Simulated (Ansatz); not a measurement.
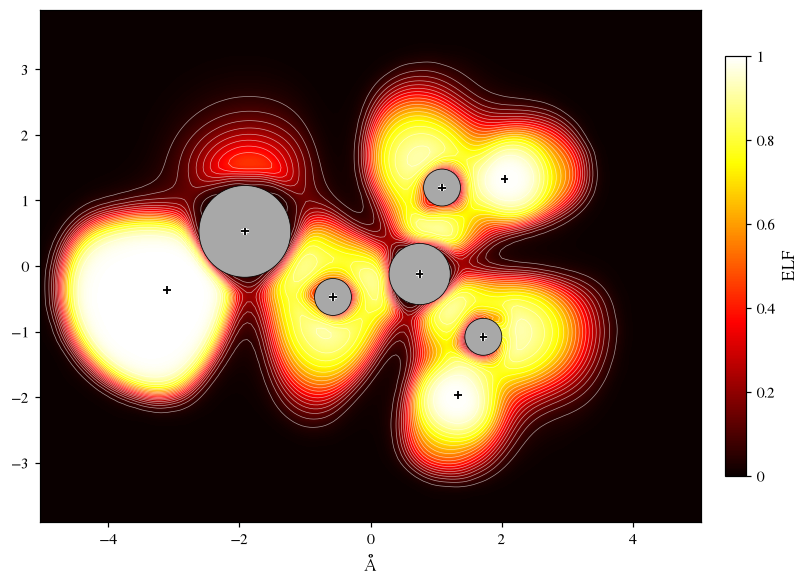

The electron localisation function on a plane through atoms (crosses mark nuclei in the plane; grey discs cover the cores).

Method: isolated molecule in a Gaussian basis; Kohn-Sham density functional theory, functional PBE0 (Ansatz).

Candidates:
A. GeH$_{2}$InSi (SMILES [GeH]=[SiH][In]) (doublet)
B. BH$_{5}$O$_{3}$Si (SMILES OB(O)O[SiH3])
C. H$_{3}$PSeSi (charge +1, doublet)

> Which system is this?

Candidate B: BH$_{5}$O$_{3}$Si on the plane of atoms O2, B1 and O4, which holds B, O, Si and H. B–O (1.36 Å): the ELF peaks at about 0.90 between the atoms, as expected for a polar covalent bond. Si–O (1.68 Å): the ELF peaks at about 0.85 between the atoms, as expected for a shared but strongly polarised pair.
